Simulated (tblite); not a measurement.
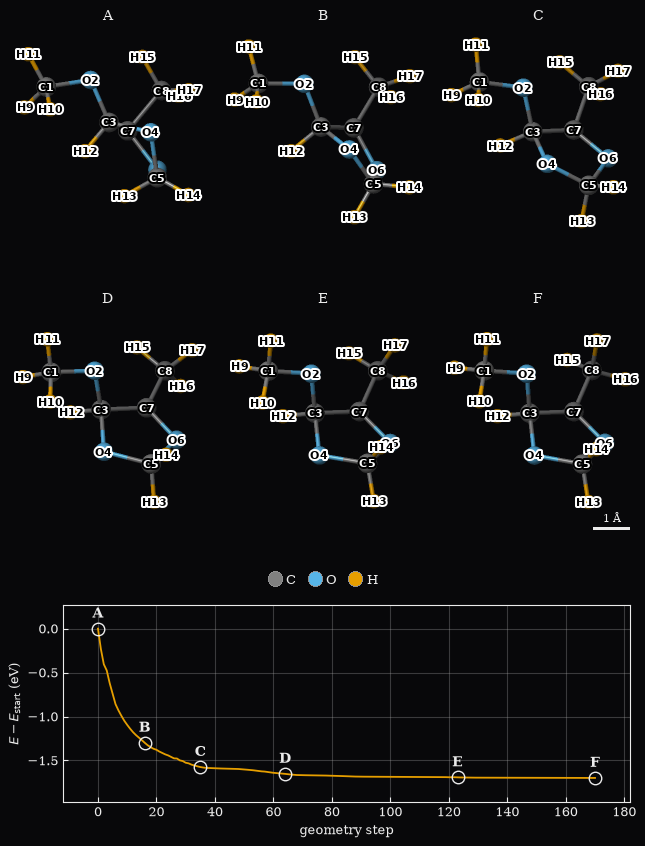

Frames of a relaxation of C$_{5}$H$_{9}$O$_{3}$ (multiplicity 2), marked on the history of the run. Style: ball-and-stick. Shown at a tilt.

The calculation used GFN2-xTB geometry optimisation, gas phase (tblite). 

Describe the path.

Answer. Over 170 geometry steps the energy falls by 1.699 eV. The atom that moves furthest after the best rigid fit is O4 (1.80 Å). Largest moves by element: O 1.80 Å, H 1.51 Å, C 0.54 Å. Some distances before and after: O2–C3 1.337 → 1.406 Å, C7–C8 1.536 → 1.479 Å, O6–C7 1.414 → 1.379 Å, C5–H14 1.078 → 1.106 Å. Bond angles that change, for instance: C3–C7–C8 107.3° → 125.8°, O6–C7–C8 104.3° → 119.5°, C3–O4–C5 96.8° → 106.6°. Groups turn about O2–C3 by about 50°. From step 0 to 16: O and H atoms move most (0.75 Å), energy −1.299 eV. From step 16 to 35: O6 moves most (0.73 Å), energy −0.276 eV. From step 35 to 64: H14 moves most (0.69 Å), energy −0.078 eV. From step 64 to 123: H17 moves most (0.42 Å), energy −0.040 eV. From step 123 to 170: H17 moves most (0.38 Å), energy −0.006 eV.
